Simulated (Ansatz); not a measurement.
# GeCl₂+ (doublet): from Hartree-Fock to the top rungs, cc-pVTZ

How much of the correlation energy of GeCl₂+ (doublet) does each wave-function method recover here?

The runs use Ansatz 0.2.0, Gaussian basis; cc-pVTZ, core rule «outside noble gas», up to 24 orbitals frozen.

Plan: UHF; CCSD(T) on ROHF; CCSD(T) on UHF; BCCD(T) on ROHF; CCSDT(Q) on ROHF; CCSDT(Q) on UHF; CASSCF and NEVPT2, 17 electrons in 12 orbitals.

2 further runs of the same task are left out: 1 that didn't finish, 1 set aside as unsound or not needed.

### Step 1. The geometry

The geometry is a PBE0/def2-TZVP stationary point (not a proven minimum) of the parent state, kept for this charge and spin. No spin-orbit coupling is included. The filled d shell of Ge may be among the frozen orbitals whatever the setting's name suggests; the logs give the count.

3 atoms, charge 1, spin multiplicity 2.

Atoms are counted from 1 here; the program's logs count them from 0.

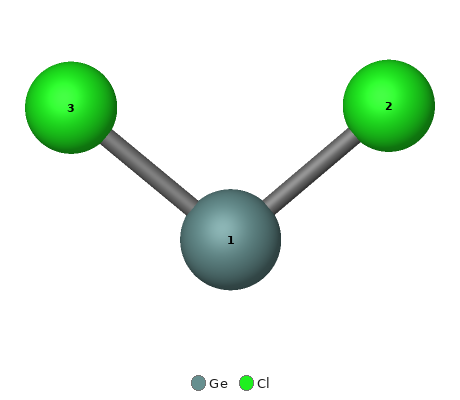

The structure; germanium teal, chlorine green; atoms are numbered from 1 in the order of the file.

As a file:

```xyz
3
Cl2Ge
Ge    0.00000   -0.69197    0.00000
Cl    0.00000    0.70889   -1.67304
Cl    0.00000    0.70889    1.67304
```

In the tables R marks a restricted open-shell determinant and U an unrestricted one; 'valence' is the active space of 17 electrons in 12 orbitals; energies count from the table's Hartree-Fock row.

### Step 2. UHF

Contents of in.yaml:

```yaml
crystal:
  periodic: [false, false, false]
  atoms:
    - {symbol: Ge, position_ang: [0.000000, -0.691972, 0.000000]}
    - {symbol: Cl, position_ang: [0.000000, 0.708894, -1.673035]}
    - {symbol: Cl, position_ang: [0.000000, 0.708894, 1.673035]}
basis:
  gaussian: {orbitals: cc-pVTZ}
total_charge: 1
magnetization: {spin_polarized: true, initial_magnetization: 1}
hamiltonian: {xc: hf}
output: {orbitals: {seedname: orbitals}}
```

Started as:

```sh
> ansatz run in.yaml --threads 1 --pin off --events-out ev --progress --plain --max-ram 4096MiB --backend cpu
```

Standard output:

```text
Functional definition: HF
  name "HF"
  cite "Fock, Z. Phys. 61, 126 (1930) doi:10.1007/BF01340294"
  parent pbe
  exchange = exact_x
  correlation = 0
693 factors; integrals over basis functions are off by at most 7.5e-4 eV
mean field evaluation 1: about -81472.3218 eV, gradient 2.2e1 eV
mean field evaluation 2: about -81472.4372 eV, gradient 2.2e1 eV
mean field evaluation 4: about -81475.8007 eV, gradient 2.4e0 eV
mean field evaluation 8: about -81475.9110 eV, gradient 1.1e-1 eV
mean field evaluation 16: about -81471.4906 eV, gradient 1.4e1 eV
mean field evaluation 32: about -81473.0281 eV, gradient 5.8e-1 eV
mean field -81475.91132922 eV, -2994.1845149925 hartree, gradient 6.5e-5 eV, S^2 0.790506; 0 other end points of the search recorded, 0 dependent functions left out
reference -81475.91132922 eV, -2994.1845149925 hartree; 33, 32 occupied and 78, 79 virtual orbitals, 693 factors
Total energy: -81475.91132922 eV, -2994.1845149925 hartree
```

Run time: 4.5 s. Hardware: 1 thread of AMD EPYC 7R13, shared host; peak memory 0.32 GiB.

From the report: ⟨S²⟩ of the determinant 0.791 (pure doublet: 0.75).

### Step 3. CCSD(T) on ROHF

in.yaml: that of step 2 with these lines changed.

```diff
@@ -9,4 +9,3 @@
 total_charge: 1
-magnetization: {spin_polarized: true, initial_magnetization: 1}
-hamiltonian: {xc: hf}
-output: {orbitals: {seedname: orbitals}}
+magnetization: {spin_polarized: false, initial_magnetization: 1}
+correlation: {method: ccsd_t, electrons: outside_noble_gas}
```

Started as:

```sh
> ansatz run in.yaml --threads 2 --pin off --events-out ev --progress --plain --max-ram 24576MiB --backend cuda --devices 0, --max-vram 18GiB
```

Standard output, shortened:

```text
Functional definition: HF
  name "HF"
  cite "Fock, Z. Phys. 61, 126 (1930) doi:10.1007/BF01340294"
  parent pbe
[...]
693 factors; integrals over basis functions are off by at most 7.5e-4 eV
[...]
mean field -81475.73530047 eV, -2994.1780460555 hartree, gradient 1.3e-6 eV, S^2 0.750000; 10 other end points of the search recorded, 0 dependent functions left out
[...]
determinant -81475.73530047 eV, -2994.1780460555 hartree, with singles and doubles -81488.88397040 eV, -2994.6612507629 hartree
determinant -81474.17365623 eV, -2994.1206566880 hartree, with singles and doubles -81487.69664138 eV, -2994.6176172260 hartree
determinant -81473.70483333 eV, -2994.1034277642 hartree, with singles and doubles -81487.32138344 eV, -2994.6038267512 hartree
determinant -81472.90050366 eV, -2994.0738691939 hartree, with singles and doubles -81486.51947879 eV, -2994.5743572990 hartree
determinant -81472.55193610 eV, -2994.0610595725 hartree, with singles and doubles -81486.29366658 eV, -2994.5660588533 hartree
24 core orbitals not correlated: weight in the atoms' cores, before any rotation towards them, 0.999 or more for the frozen orbitals, at most 0.001 for the correlated occupied ones
reference -81475.73530047 eV, -2994.1780460555 hartree; 9, 8 occupied and 78, 79 virtual orbitals, 693 factors
second order -12.08169617 eV of doubles, -0.06530957 eV of singles
cycle   1  -13.09409572 eV  change   -4.3e-1 eV  update   2.2e-2
[...]
cycle  11  -13.12355621 eV  change   -7.4e-6 eV  update   5.9e-6
perturbative correction -0.66464366 eV, -0.0244252039 hartree
Total energy: -81489.52350035 eV, -2994.6847530548 hartree
```

Run time: 29 s. Hardware: 1 × H100 (card shared with other runs) with 2 threads of AMD EPYC 7R13, shared host; peak host memory 0.81 GiB.

From the report: correlation -13.7882 eV; T1 0.032; largest double amplitude 0.04.

### Step 4. CCSD(T) on UHF

in.yaml: that of step 3 with these lines changed.

```diff
@@ -9,3 +9,3 @@
 total_charge: 1
-magnetization: {spin_polarized: false, initial_magnetization: 1}
+magnetization: {spin_polarized: true, initial_magnetization: 1}
 correlation: {method: ccsd_t, electrons: outside_noble_gas}
```

Launched as before.

Standard output, shortened:

```text
Functional definition: HF
  name "HF"
  cite "Fock, Z. Phys. 61, 126 (1930) doi:10.1007/BF01340294"
  parent pbe
[...]
693 factors; integrals over basis functions are off by at most 7.5e-4 eV
[...]
mean field -81475.91132922 eV, -2994.1845149925 hartree, gradient 2.5e-6 eV, S^2 0.790507; 6 other end points of the search recorded, 0 dependent functions left out
determinant -81475.91132922 eV, -2994.1845149925 hartree, with singles and doubles -81488.90512716 eV, -2994.6620282595 hartree
determinant -81474.52884456 eV, -2994.1337096185 hartree, with singles and doubles -81487.71350208 eV, -2994.6182368453 hartree
determinant -81474.16070941 eV, -2994.1201809012 hartree, with singles and doubles -81487.35453164 eV, -2994.6050449251 hartree
determinant -81473.03244216 eV, -2994.0787178446 hartree, with singles and doubles -81486.52627495 eV, -2994.5746070532 hartree
determinant -81472.67115226 eV, -2994.0654406856 hartree, with singles and doubles -81486.31441370 eV, -2994.5668212957 hartree
24 core orbitals not correlated: weight in the atoms' cores, before any rotation towards them, 0.999 or more for the frozen orbitals, at most 0.001 for the correlated occupied ones
reference -81475.91132922 eV, -2994.1845149925 hartree; 9, 8 occupied and 78, 79 virtual orbitals, 693 factors
second order -11.94451575 eV of doubles, -0.00000000 eV of singles
cycle   1  -12.93899424 eV  change   -4.4e-1 eV  update   2.1e-2
[...]
cycle  10  -12.96246937 eV  change    1.4e-5 eV  update   1.5e-5
perturbative correction -0.64984913 eV, -0.0238815151 hartree
Total energy: -81489.52364772 eV, -2994.6847584708 hartree
```

Wall time 24 s (1 × H100 (card shared with other runs) with 2 threads of AMD EPYC 7R13, shared host); peak host memory 0.82 GiB.

From the report: ⟨S²⟩ of the determinant 0.791 (pure doublet: 0.75); correlation -13.6123 eV; T1 0.023; largest double amplitude 0.04.

### Step 5. BCCD(T) on ROHF

in.yaml: that of step 4 with these lines changed.

```diff
@@ -9,3 +9,3 @@
 total_charge: 1
-magnetization: {spin_polarized: true, initial_magnetization: 1}
-correlation: {method: ccsd_t, electrons: outside_noble_gas}
+magnetization: {spin_polarized: false, initial_magnetization: 1}
+correlation: {method: bccd_t, electrons: outside_noble_gas}
```

Same command.

Standard output, shortened:

```text
Functional definition: HF
  name "HF"
  cite "Fock, Z. Phys. 61, 126 (1930) doi:10.1007/BF01340294"
  parent pbe
[...]
693 factors; integrals over basis functions are off by at most 7.5e-4 eV
[...]
mean field -81475.73530047 eV, -2994.1780460555 hartree, gradient 1.3e-6 eV, S^2 0.750000; 10 other end points of the search recorded, 0 dependent functions left out
[...]
determinant -81475.73530047 eV, -2994.1780460555 hartree, with singles and doubles -81488.88397040 eV, -2994.6612507629 hartree
determinant -81474.17365623 eV, -2994.1206566880 hartree, with singles and doubles -81487.69664138 eV, -2994.6176172260 hartree
determinant -81473.70483333 eV, -2994.1034277642 hartree, with singles and doubles -81487.32138344 eV, -2994.6038267512 hartree
determinant -81472.90050366 eV, -2994.0738691939 hartree, with singles and doubles -81486.51947879 eV, -2994.5743572990 hartree
determinant -81472.55193610 eV, -2994.0610595725 hartree, with singles and doubles -81486.29366658 eV, -2994.5660588533 hartree
24 core orbitals not correlated: weight in the atoms' cores, before any rotation towards them, 0.999 or more for the frozen orbitals, at most 0.001 for the correlated occupied ones
reference -81475.73530047 eV, -2994.1780460555 hartree; 9, 8 occupied and 78, 79 virtual orbitals, 693 factors
second order -12.08169617 eV of doubles, -0.06530957 eV of singles
cycle   1  -13.08513545 eV  change   -4.3e-1 eV  update   2.6e-2
[...]
cycle  11  -13.10563956 eV  change   -9.7e-6 eV  update   1.6e-5
perturbative correction -0.68405925 eV, -0.0251387136 hartree
Total energy: -81489.52499928 eV, -2994.6848081396 hartree
```

It took 35 s on 1 × H100 (card shared with other runs) with 2 threads of AMD EPYC 7R13, shared host; peak host memory 0.82 GiB.

From the report: correlation -13.7897 eV; largest double amplitude 0.04.

### Step 6. CCSDT(Q) on ROHF

in.yaml: that of step 5 with these lines changed.

```diff
@@ -10,2 +10,2 @@
 magnetization: {spin_polarized: false, initial_magnetization: 1}
-correlation: {method: bccd_t, electrons: outside_noble_gas}
+correlation: {method: ccsdt_q, electrons: outside_noble_gas}
```

The command is unchanged.

Standard output, shortened:

```text
Functional definition: HF
  name "HF"
  cite "Fock, Z. Phys. 61, 126 (1930) doi:10.1007/BF01340294"
  parent pbe
[...]
1293 factors; integrals over basis functions are off by at most 1.6e-7 eV
[...]
mean field -81475.73541751 eV, -2994.1780503565 hartree, gradient 1.4e-6 eV, S^2 0.750000; 11 other end points of the search recorded, 0 dependent functions left out
[...]
determinant -81475.73541751 eV, -2994.1780503565 hartree, with singles and doubles -81488.88440099 eV, -2994.6612665868 hartree
determinant -81474.43101404 eV, -2994.1301144132 hartree, with singles and doubles -81487.29807922 eV, -2994.6029703369 hartree
determinant -81474.17375771 eV, -2994.1206604173 hartree, with singles and doubles -81487.69673747 eV, -2994.6176207574 hartree
determinant -81473.70493528 eV, -2994.1034315107 hartree, with singles and doubles -81487.32148348 eV, -2994.6038304277 hartree
determinant -81472.90061640 eV, -2994.0738733372 hartree, with singles and doubles -81486.51959129 eV, -2994.5743614332 hartree
determinant -81472.55203914 eV, -2994.0610633592 hartree, with singles and doubles -81486.29377417 eV, -2994.5660628071 hartree
24 core orbitals not correlated: weight in the atoms' cores, before any rotation towards them, 0.999 or more for the frozen orbitals, at most 0.001 for the correlated occupied ones
reference -81475.73541751 eV, -2994.1780503565 hartree; 9, 8 occupied and 78, 79 virtual orbitals, 1293 factors
second order -12.08172431 eV of doubles, -0.06530951 eV of singles
cycle   1  -12.69413154 eV  change   -5.4e-1 eV  update   1.2e-1
[...]
cycle  21  -13.83155306 eV  change    1.5e-6 eV  update   5.5e-7
perturbative correction -0.03982241 eV, -0.0014634466 hartree
Total energy: -81489.60679298 eV, -2994.6878140026 hartree
```

It took 5.2 min on 1 × H100 (card shared with other runs) with 2 threads of AMD EPYC 7R13, shared host; peak host memory 3.9 GiB.

From the report: correlation -13.8714 eV; T1 0.036; largest double amplitude 0.05.

### Step 7. CCSDT(Q) on UHF

in.yaml: that of step 6 with these lines changed.

```diff
@@ -9,3 +9,3 @@
 total_charge: 1
-magnetization: {spin_polarized: false, initial_magnetization: 1}
+magnetization: {spin_polarized: true, initial_magnetization: 1}
 correlation: {method: ccsdt_q, electrons: outside_noble_gas}
```

Launched as before.

Standard output, shortened:

```text
Functional definition: HF
  name "HF"
  cite "Fock, Z. Phys. 61, 126 (1930) doi:10.1007/BF01340294"
  parent pbe
[...]
1293 factors; integrals over basis functions are off by at most 1.6e-7 eV
[...]
mean field -81475.91144642 eV, -2994.1845192995 hartree, gradient 3.7e-6 eV, S^2 0.790507; 6 other end points of the search recorded, 0 dependent functions left out
determinant -81475.91144642 eV, -2994.1845192995 hartree, with singles and doubles -81488.90526159 eV, -2994.6620331997 hartree
determinant -81474.52894472 eV, -2994.1337132992 hartree, with singles and doubles -81487.71359883 eV, -2994.6182404009 hartree
determinant -81474.16080963 eV, -2994.1201845841 hartree, with singles and doubles -81487.35463203 eV, -2994.6050486143 hartree
determinant -81473.03255582 eV, -2994.0787220215 hartree, with singles and doubles -81486.52638623 eV, -2994.5746111425 hartree
determinant -81472.67125559 eV, -2994.0654444830 hartree, with singles and doubles -81486.31451543 eV, -2994.5668250343 hartree
24 core orbitals not correlated: weight in the atoms' cores, before any rotation towards them, 0.999 or more for the frozen orbitals, at most 0.001 for the correlated occupied ones
reference -81475.91144642 eV, -2994.1845192995 hartree; 9, 8 occupied and 78, 79 virtual orbitals, 1293 factors
second order -11.94454218 eV of doubles, -0.00000000 eV of singles
cycle   1  -12.55294883 eV  change   -6.1e-1 eV  update   1.2e-1
[...]
cycle  20  -13.66089315 eV  change   -1.6e-6 eV  update   1.3e-6
perturbative correction -0.04615881 eV, -0.0016963050 hartree
Total energy: -81489.61849838 eV, -2994.6882441681 hartree
```

It took 1.7 min on 1 × H100 (card shared with other runs) with 2 threads of AMD EPYC 7R13, shared host; peak host memory 2.5 GiB.

From the report: ⟨S²⟩ of the determinant 0.791 (pure doublet: 0.75); correlation -13.7071 eV; T1 0.026; largest double amplitude 0.05.

### Step 8. CASSCF and NEVPT2, 17 electrons in 12 orbitals

in.yaml: that of step 7 with these lines changed.

```diff
@@ -9,3 +9,3 @@
 total_charge: 1
-magnetization: {spin_polarized: true, initial_magnetization: 1}
-correlation: {method: ccsdt_q, electrons: outside_noble_gas}
+magnetization: {spin_polarized: false, initial_magnetization: 1}
+correlation: {method: sc_nevpt2, electrons: outside_noble_gas, active_space: {window: {electrons: 17, orbitals: 12}, shells: [{species: Cl, l: s, shell: 3}, {species: Cl, l: p, shell: 3}, {species: Ge, l: s, shell: 4}, {species: Ge, l: p, shell: 4}]}}
```

The command is unchanged.

Standard output, shortened:

```text
Functional definition: HF
  name "HF"
  cite "Fock, Z. Phys. 61, 126 (1930) doi:10.1007/BF01340294"
  parent pbe
[...]
1293 factors; integrals over basis functions are off by at most 1.6e-7 eV
[...]
mean field -81475.73541751 eV, -2994.1780503565 hartree, gradient 1.4e-6 eV, S^2 0.750000; 9 other end points of the search recorded, 0 dependent functions left out
reference -81475.73541751 eV, -2994.1780503565 hartree; 33, 32 occupied and 78, 79 virtual orbitals, 1293 factors
state -81477.52263842 eV, -2994.2437295136 hartree
state -81477.52263842 eV, -2994.2437295136 hartree; corrected -81487.01081291 eV, -2994.5924134947 hartree
Total energy: -81487.01081291 eV, -2994.5924134947 hartree
Checks for a lower state left out: starts, orbital_swaps
```

It took 13 s on 1 × H100 (card shared with other runs) with 2 threads of AMD EPYC 7R13, shared host; peak host memory 0.84 GiB.

From the report: 27,199 determinants; active occupations 2.00, 2.00, 1.99, 1.99, 1.98, 1.98, 1.97, 1.95, 1.02, 0.04, 0.04, 0.03.

### Step 9. Natural occupations

Natural occupations of the CASSCF valence state about the gap (report; correlated orbitals 5 to 12): 1.982, 1.982, 1.970, 1.955, 1.016, 0.040, 0.040, 0.032. The count of effectively unpaired electrons, Σ n²(2 − n)², is 1.03; a single determinant of this spin has 1.

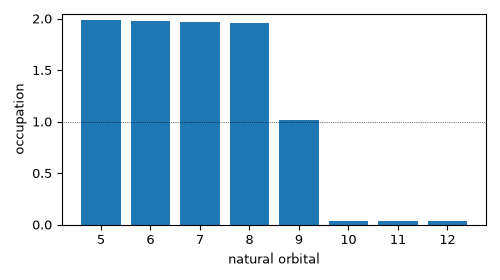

Natural occupations of the CASSCF valence state.

### Step 10. All levels against the top one

The yardstick is UCCSDT(Q), where the cluster series has nearly closed. Rows without a time come out of other runs: HF, MP2 and CCSD of CCSD(T), CCSDT of CCSDT(Q), CASSCF and MRCISD of the multireference runs.

```tsv
method	energy from the lowest RHF (meV)	from UCCSDT(Q) (meV)	time
RHF	0.0	+13883.2	
UHF	-176.0	+13707.2	
RMP2	-12147.0	+1736.2	
UMP2	-12120.5	+1762.7	
RCCSD	-13123.6	+759.6	
UCCSD	-13138.5	+744.7	
RCCSD(T)	-13788.2	+95.0	29 s
UCCSD(T)	-13788.3	+94.9	24 s
BCCD(T)	-13789.7	+93.5	35 s
RCCSDT	-13831.7	+51.5	
UCCSDT	-13837.0	+46.2	
RCCSDT(Q)	-13871.5	+11.7	5.2 min
UCCSDT(Q)	-13883.2	0	1.7 min
CASSCF valence	-1787.3	+12095.9	
NEVPT2 valence	-11275.5	+2607.7	13 s
```

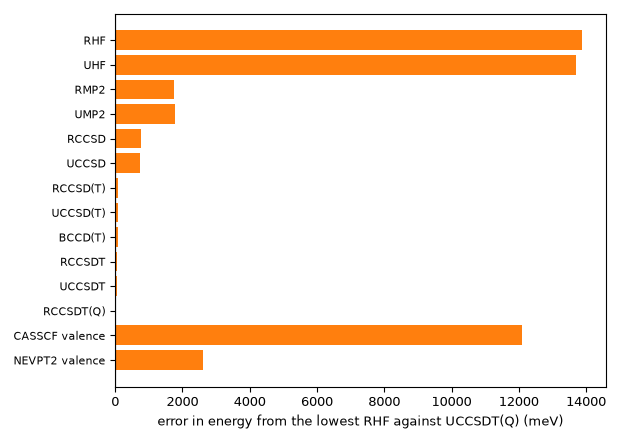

How far each level lands from UCCSDT(Q).

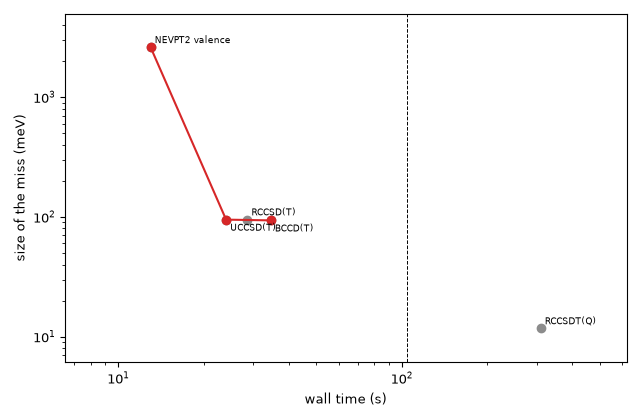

Miss against cost. Red marks the levels that no quicker level drawn beats (of those quicker than the yardstick), and the dashed line is the time of UCCSDT(Q). Times are from a shared host.

### Step 11. What came out

```
                         quantity        value
   UCCSDT(Q) below the RHF energy  -13.8832 eV
              RMP2 from UCCSDT(Q)  +1736.2 meV
              UMP2 from UCCSDT(Q)  +1762.7 meV
             RCCSD from UCCSDT(Q)   +759.6 meV
          RCCSD(T) from UCCSDT(Q)    +95.0 meV
          UCCSD(T) from UCCSDT(Q)    +94.9 meV
         RCCSDT(Q) from UCCSDT(Q)    +11.7 meV
    NEVPT2 valence from UCCSDT(Q)  +2607.7 meV
levels within 1 kcal/mol (43 meV)    RCCSDT(Q)
                    T1 diagnostic        0.032
   effectively unpaired electrons         1.03
```

RCCSD(T) misses by +95.0 meV, 0.7 % of the correlation energy. One determinant dominates. These misses are within one basis, not against nature; the frozen cores of restricted and unrestricted runs differ, which can shift their rows.

For cost: BCCD(T) gets within 93.5 meV in 35 s, where UCCSDT(Q) took 1.7 min; the quickest level in the cost chart, NEVPT2 valence, takes 13 s and misses by 2607.7 meV.
